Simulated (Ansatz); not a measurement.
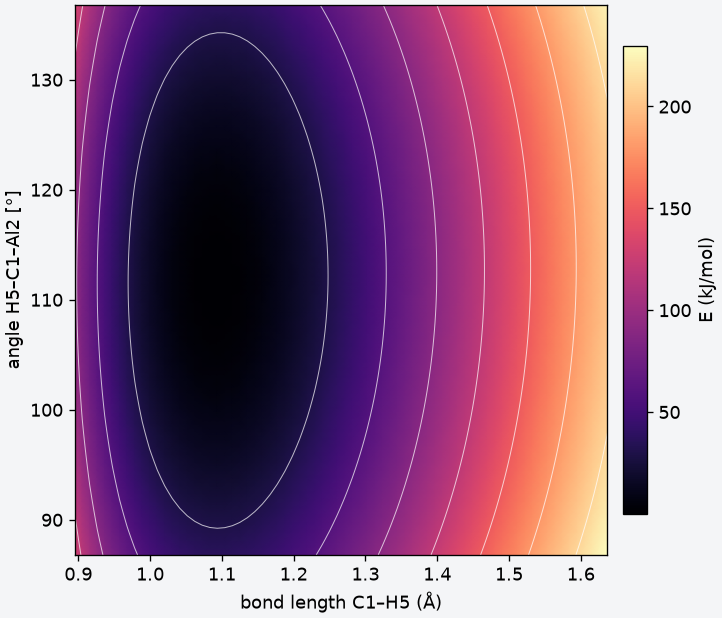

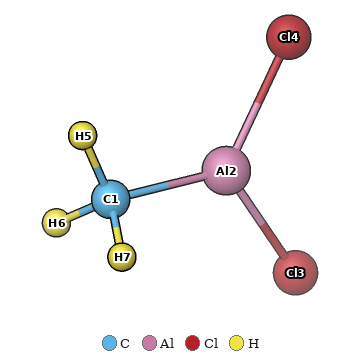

Energy landscape of CH3AlCl2, SMILES [CH3][Al]([Cl])[Cl]. First axis: bond length C1–H5. Second axis: angle H5–C1–Al2. Nothing is relaxed (all other coordinates rigid). Grid: 7 × 7 points. Energies are in kJ/mol, from the relaxed molecule at the same level. The reference is spin-restricted, which grows unreliable where a bond is stretched far. Method: Ansatz 0.2.0, RKS PBE0-D4/def2-TZVP.

Drawn: a smooth colour map with a few white contour lines. Between grid points the surface is interpolated. The second picture is the structure at the lowest point.

What does the map say about the system?

Answer. The lowest grid point is at bond length C1–H5 = 1.142 Å, angle H5–C1–Al2 = 111.8°, 3.8 kJ/mol from the relaxed molecule at the same level. The bottom of the well lies between grid points, at about bond length C1–H5 = 1.090 Å, angle H5–C1–Al2 = 112°, about 3.8 kJ/mol lower on the interpolated surface. No other kind of well shows on this grid. The highest grid point, bond length C1–H5 = 1.637 Å, angle H5–C1–Al2 = 86.8°, lies 226 kJ/mol above the lowest. Round the minimum the two coordinates are nearly uncoupled.

The values on the grid:

| angle H5–C1–Al2 ↓, bond length C1–H5 → | 0.895 | 1.019 | 1.142 | 1.266 | 1.390 | 1.513 | 1.637 |
| --- | --- | --- | --- | --- | --- | --- | --- |
| 136.8 | 134 | 48 | 40 | 69 | 116 | 169 | 225 |
| 128.4 | 112 | 27 | 19 | 50 | 99 | 154 | 210 |
| 120.1 | 98 | 14 | 8 | 40 | 89 | 144 | 202 |
| 111.8 | 93 | 10 | 4 | 36 | 86 | 142 | 200 |
| 103.4 | 97 | 14 | 8 | 40 | 90 | 146 | 204 |
| 95.1 | 110 | 26 | 20 | 52 | 101 | 157 | 214 |
| 86.8 | 131 | 47 | 40 | 71 | 119 | 174 | 230 |

Each point was launched as `ansatz run input.yaml --threads 1 --pin off --max-ram 2560MiB --backend cpu --events-out ev --progress --plain --runs-dir out`. Time for the 49 points that were run: 6.1 min on 1 thread of Arm Neoverse V2, on a shared host.
